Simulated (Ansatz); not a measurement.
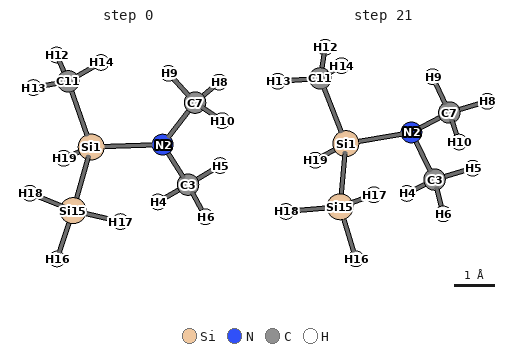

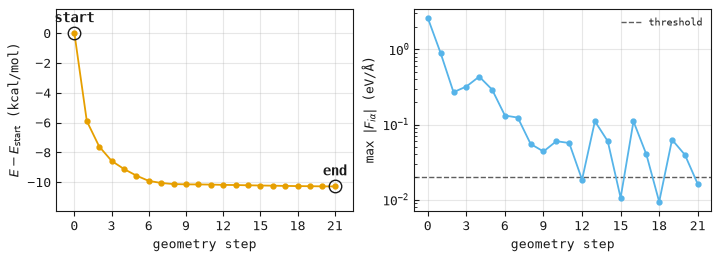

First and last geometry of a relaxation of C3H13NSi2, with the history of the run. A ball-and-stick model, seen at a tilt.

The run prepares the start of a later molecular dynamics calculation, from a guessed geometry.

Level of theory: RKS LDA/STO-3G (Ansatz 0.2.0).

Input
```yaml
crystal:
  periodic: [false, false, false]
  atoms:
    - { symbol: Si, position_ang: [0.0, 0.0, 0.0] }
    - { symbol: "N", position_ang: [0.0, 0.0, 1.82] }
    - { symbol: C, position_ang: [-1.2162, -0.3762, 2.555] }
    - { symbol: H, position_ang: [-1.8642, -0.9999, 1.9045] }
    - { symbol: H, position_ang: [-0.9378, -0.9533, 3.4614] }
    - { symbol: H, position_ang: [-1.7663, 0.5401, 2.8549] }
    - { symbol: C, position_ang: [1.2162, 0.3762, 2.555] }
    - { symbol: H, position_ang: [1.4641, -0.4163, 3.2916] }
    - { symbol: H, position_ang: [2.0585, 0.4943, 1.8418] }
    - { symbol: H, position_ang: [1.0457, 1.3351, 3.0874] }
    - { symbol: C, position_ang: [1.7634, 0.0, -0.6227] }
    - { symbol: H, position_ang: [2.1111, -1.0463, -0.7509] }
    - { symbol: H, position_ang: [1.8119, 0.5276, -1.5981] }
    - { symbol: H, position_ang: [2.4154, 0.5187, 0.1108] }
    - { symbol: Si, position_ang: [-1.0456, 1.8115, -0.7393] }
    - { symbol: H, position_ang: [-2.4302, 1.478, -1.0607] }
    - { symbol: H, position_ang: [-1.0215, 2.8436, 0.2931] }
    - { symbol: H, position_ang: [-0.3743, 2.3069, -1.9374] }
    - { symbol: H, position_ang: [-0.6877, -1.1914, -0.4862] }
basis:
  gaussian: { orbitals: STO-3G }
hamiltonian:
  xc: lda
relax:
  f_tol: 0.02
  max_steps: 40
output:
  orbitals: {}
```

Launched with:
```bash
ansatz run input.yaml --threads 1 --pin off --max-ram 2048MiB --backend cpu --events-out ev --progress --plain --runs-dir out
```

### What do the curves and the structures tell?

It converged. Over 21 geometry steps the energy falls by 10.3 kcal/mol. Largest force component: 2.6 eV/Å at the start, 0.016 eV/Å at the end. The forces were under the threshold at step 12, but the run went on from there. H16 moves most after the best rigid fit: 1.14 Å. Largest moves by element: H 1.14 Å, N 0.48 Å, Si 0.33 Å, C 0.30 Å. Some distances before and after: Si1–N2 1.820 → 1.779 Å, Si1–Si15 2.218 → 2.257 Å, N2–C3 1.470 → 1.483 Å, C11–H12 1.110 → 1.098 Å. Bond angles that change, for instance: C3–N2–C7 120.0° → 109.6°, Si1–N2–C3 120.0° → 113.4°, Si1–N2–C7 120.0° → 114.0°. Groups turn about Si1–C11 by about 35°, Si1–Si15 by about 35°.

Limits of the set-up: STO-3G is a minimal basis, so the numbers are rough.
